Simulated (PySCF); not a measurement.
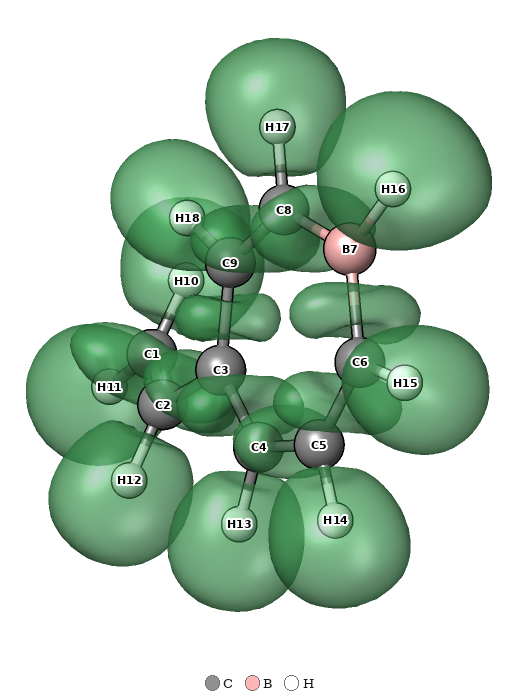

The picture shows: C$_{8}$H$_{9}$B (SMILES C=CC1=CC=CBC=C1). Isosurface of the ELF at 0.75 (green), seen at an oblique angle. Core shells and regions of very low density are left out.

Geometry: GFN2-xTB.

Level of theory: PBE0/pcSseg-1, SCF density, gas phase, non-relativistic in PySCF.

```yaml
atoms:
  - { symbol: C, position_ang: [2.8917, 1.0905, -0.3173] }
  - { symbol: C, position_ang: [2.1426, 0.0028, -0.4500] }
  - { symbol: C, position_ang: [0.6977, -0.0911, -0.2091] }
  - { symbol: C, position_ang: [0.2446, -1.3383, 0.1606] }
  - { symbol: C, position_ang: [-1.0385, -1.8047, 0.5072] }
  - { symbol: C, position_ang: [-2.2130, -1.1158, 0.6003] }
  - { symbol: B, position_ang: [-2.4747, 0.3597, 0.3327] }
  - { symbol: C, position_ang: [-1.3950, 1.3100, -0.1760] }
  - { symbol: C, position_ang: [-0.0704, 1.0917, -0.3978] }
  - { symbol: H, position_ang: [2.4930, 2.0428, -0.0105] }
  - { symbol: H, position_ang: [3.9538, 1.0611, -0.4904] }
  - { symbol: H, position_ang: [2.6265, -0.9302, -0.7141] }
  - { symbol: H, position_ang: [1.0149, -2.1028, 0.2065] }
  - { symbol: H, position_ang: [-1.0609, -2.8670, 0.7401] }
  - { symbol: H, position_ang: [-3.0588, -1.7278, 0.9024] }
  - { symbol: H, position_ang: [-3.5610, 0.7799, 0.4982] }
  - { symbol: H, position_ang: [-1.7133, 2.3231, -0.4102] }
  - { symbol: H, position_ang: [0.5121, 1.9224, -0.7843] }
```

Question: Where are the electrons localised?

Answer: The ELF exceeds this value in two regions between bonded B–C atoms (shared pairs), seven regions between bonded C–C atoms (shared pairs) and nine regions around hydrogen nuclei. Profiles from the grid: C–C (1.33 Å): the ELF peaks at about 0.90 between the atoms; a multiple bond. C–B (1.52 Å): the ELF peaks at about 0.95 between the atoms: localised, covalent bonding.
